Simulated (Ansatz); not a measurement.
**H3PTe (SMILES P[TeH]): density, localisation and related maps**

```csv
atom,x (Å),y (Å),z (Å)
P,-0.8315,-0.4268,0.0187
Te,1.3174,0.7852,-0.0503
H,-0.4699,-1.3131,1.0666
H,-0.5065,-1.3680,-0.9927
H,0.5404,2.2490,-0.0835
```

Geometry: PBE0-D4/def2-TZVP; core potentials replace the inner electrons of Te.

Theory: RKS PBE0-D4/def2-TZVPP in Ansatz.

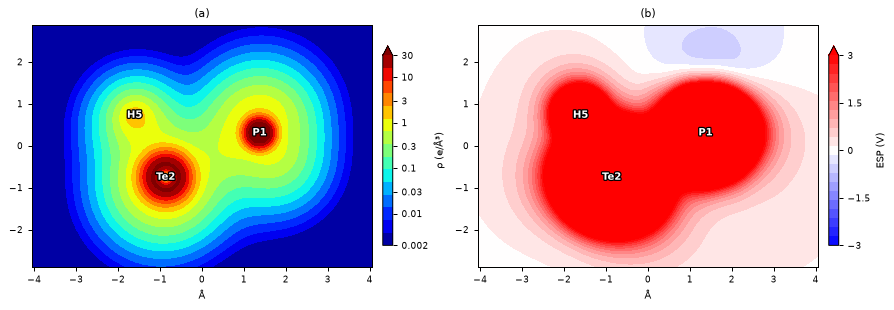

Figure 1. (a) electron density; (b) molecular electrostatic potential on the plane of atoms P1, Te2 and H5.

Read the bonding off the picture.

Answer. The plane passes through P, Te and H nuclei. Te–P (2.47 Å): the density is about 0.61 e/Å³ at the midpoint. Te–H (1.66 Å): ρ at the midpoint is about 1.3 e/Å³. Outside the dense part of the molecule the potential is most negative (−0.6 V) near P1.

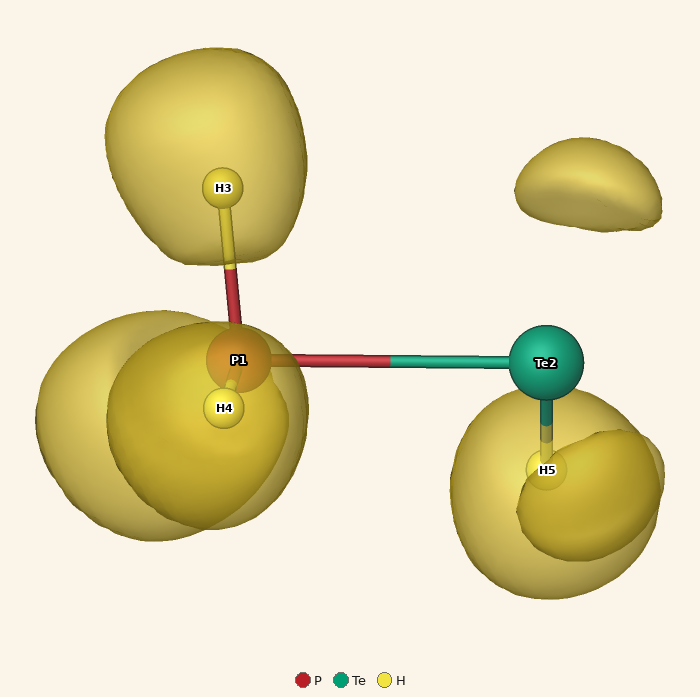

Figure 2. Isosurface of the electron localisation function at 0.9 (yellow), seen at an oblique angle. Core shells and regions of very low density are left out.

Describe the localisation domains.

Answer. The ELF exceeds this value in three regions around hydrogen nuclei, one lobe on P, pointing away from the bonds (lone pairs) and two lobes on Te, pointing away from the bonds (lone pairs). Profiles from the grid: Te–P (2.47 Å): the ELF peaks at about 0.85 between the atoms; localised, covalent bonding. P–H (1.42 Å): the ELF climbs to about 1 towards the hydrogen, as it does in any bond to H.

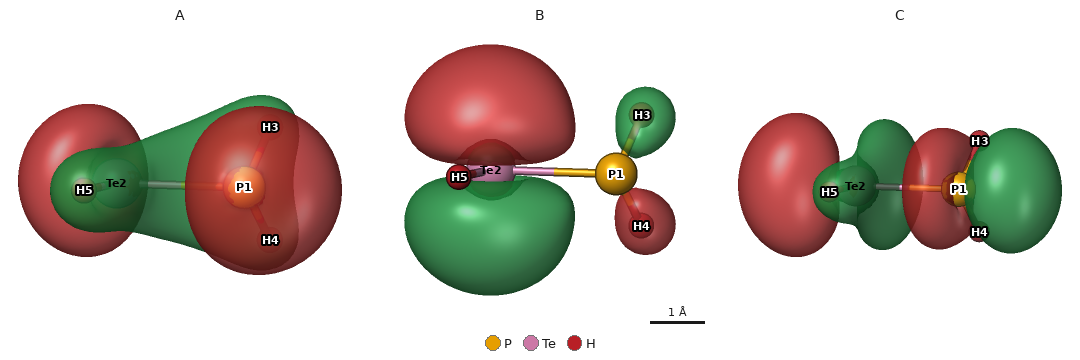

Figure 3. Three frontier orbitals at ±0.08 Å⁻³ᐟ² (green and red are the two phases), in no order.

Which picture is the HOMO−1, the HOMO and the LUMO?

Answer. A is the HOMO−1 (−7.63 eV). By Hirshfeld shares it lies mainly on P1 (about 60 %) and Te2 (about 30 %). B is the HOMO (−6.51 eV). By Hirshfeld shares it lies mainly on Te2 (about 90 %). C is the LUMO (−1.26 eV). Its weight (Hirshfeld) is mainly on Te2 (about 50 %) and P1 (about 40 %).

What is the HOMO–LUMO gap?

Answer. 5.25 eV between the orbital energies.

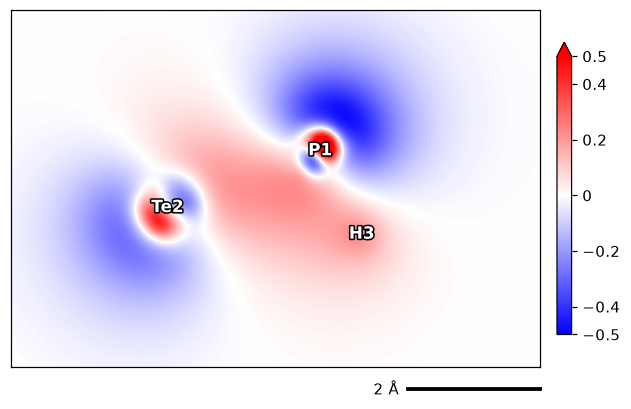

Figure 4. The HOMO−1 on the plane of atoms Te2, P1 and H3 (values in Å⁻³ᐟ²; the overall sign is arbitrary).

What is the character of this orbital?

Answer. Its weight (Hirshfeld) is mainly on P1 (about 60 %) and Te2 (about 30 %). Its energy is −7.63 eV.
